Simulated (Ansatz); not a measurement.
Al₂SnS₄

The calculation's input:

```
crystal:
  lattice:
    - [-2.5725523833, 2.5725523833, 5.8917660457]
    - [2.5725523833, -2.5725523833, 5.8917660457]
    - [2.5725523833, 2.5725523833, -5.8917660457]
  atoms:
    - { symbol: Al, position: [0.6073696354, 0.6073696354, 0.0] }
    - { symbol: Al, position: [0.3926303646, 0.3926303646, 0.0] }
    - { symbol: Sn, position: [0.0, 0.0, 0.0] }
    - { symbol: S, position: [0.0, 0.5, 0.5] }
    - { symbol: S, position: [0.5, 0.0, 0.5] }
    - { symbol: S, position: [0.7834567326, 0.7834567326, 0.0] }
    - { symbol: S, position: [0.2165432674, 0.2165432674, 0.0] }
kpoints:
  mp_grid: { grid: [8, 8, 8] }
  band_path:
    path:
      - [0.0, 0.0, 0.0]
      - [0.0, 0.0, 0.5]
      - [0.25, 0.25, 0.25]
      - [0.0, 0.5, 0.0]
      - [0.5, 0.5, -0.5]
      - [0.2976625722, 0.7023374278, -0.2976625722]
      - [-0.2976625722, 0.2976625722, 0.2976625722]
      - [-0.0953251443, 0.0953251443, 0.5]
      - [0.5, 0.5, -0.0953251443]
    npoints: 1
hamiltonian:
  xc: r2scan
  dispersion: rvv10
scf:
  occupations: { method: fermi_dirac, width: 0.03 }
  n_extra_bands: 5
output:
  forces: true
  stress: true
  eigenvalues: true
  write_density: true
  write_potential: true
  elf: true
  volumetric_format: npy
```

Command:

```sh
ansatz run input.yaml --threads 4 --pin off --max-ram 4608MiB --backend cpu --events-out ev --progress --plain --runs-dir out
```

Below, planes, directions and counts refer to the conventional cell (a = 5.15 Å, b = 5.15 Å, c = 11.78 Å, α = 90.00°, β = 90.00°, γ = 90.00°).

Space group I4/mmm; a structure from a database of computed crystals, not necessarily the ambient phase; started from the K2MgH4-139 prototype, which need not be the ambient phase.

Method: DFT, r2SCAN+rVV10, plane waves, PAW (Ansatz 0.2.0).

Q: What will maps of the valence pseudo-density and electron localisation function show?

A: Al–S (2.07 Å): the density is about 0.75 e/Å³ at the midpoint; the ELF peaks at about 0.85 in the valence shell of S, 0.9 Å from its nucleus, and is about 0.85 at the midpoint.
Al–Al (2.53 Å): the density is about 0.33 e/Å³ at the midpoint; the ELF peaks at about 0.90 between the atoms.
Sn–S (2.55 Å): the density is about 0.41 e/Å³ at the midpoint; the ELF peaks at about 0.80 in the valence shell of S, 0.8 Å from its nucleus, and is about 0.40 at the midpoint.

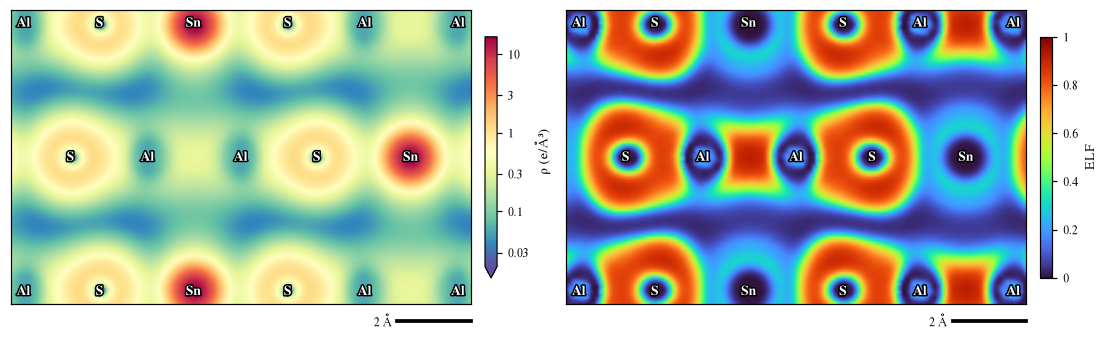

Computed valence pseudo-density and electron localisation function on the (11̄0) plane of the conventional cell, in this order. 
